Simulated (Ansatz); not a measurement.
The parent structure is SiC (space group P6_3mc, No. 186; a = 3.0585 Å, c = 10.0120 Å). Axes: x lies along a and z along c of the hexagonal cell.

One thing is altered: the cell is stretched by 1.50 % along x with no lateral relaxation, atoms relaxed at fixed cell.

Computed with LDA (Ansatz, a quantum-chemistry and plane-wave program, PAW, spin-orbit coupling left out).

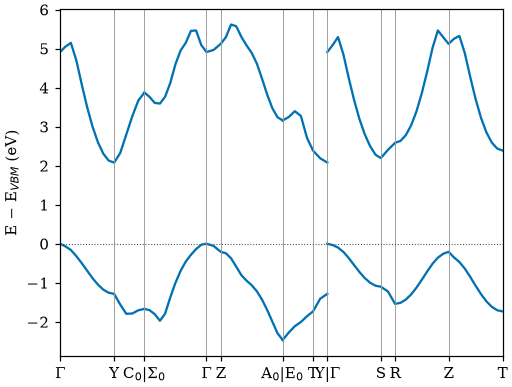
Fig. 1. Highest valence and lowest conduction band along the path of the changed cell's own zone

The gap is 2.08 eV, indirect, Γ → Y; the base has 2.18 eV.

The cells carry an imposed strain or load. Whether these cells are dynamically stable was not tested. k-point labels follow each cell's own Brillouin zone.
